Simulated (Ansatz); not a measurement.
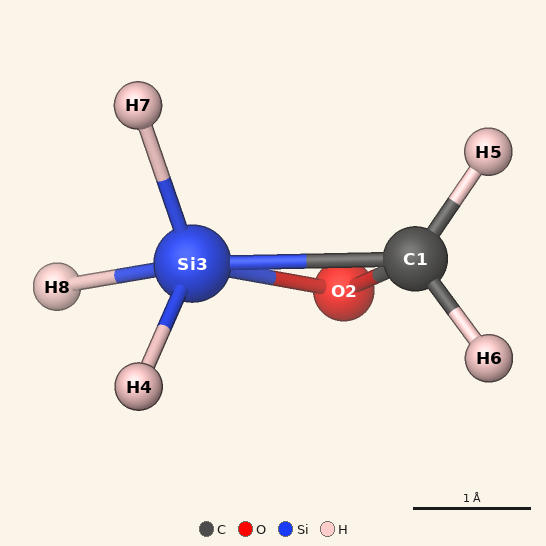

Orthographic view. Atoms fade into the background with distance from the viewer. State: charge −1, singlet. The computed structure is the end point of a PBE-D4/def2-SVPD optimisation. No frequency run is at hand to confirm it as a minimum.

Write a Z-matrix (Å, degrees) in the order of the atom numbers, with these reference atoms: 2 to 1; 3 to 2, 1; 4 to 3, 2, 1; 5 to 1, 2, 3; 6 to 1, 5, 2; 7 to 3, 4, 1; 8 to 3, 4, 7.

```
C  
O    1   1.505
Si   2   1.757   1    72.1
H    3   1.542   2   124.5   1   -77.6
H    1   1.117   2   111.0   3  -119.3
H    1   1.117   5   108.8   2   122.7
H    3   1.543   4   106.2   1  -110.0
H    3   1.579   4    97.4   7   -99.6
```
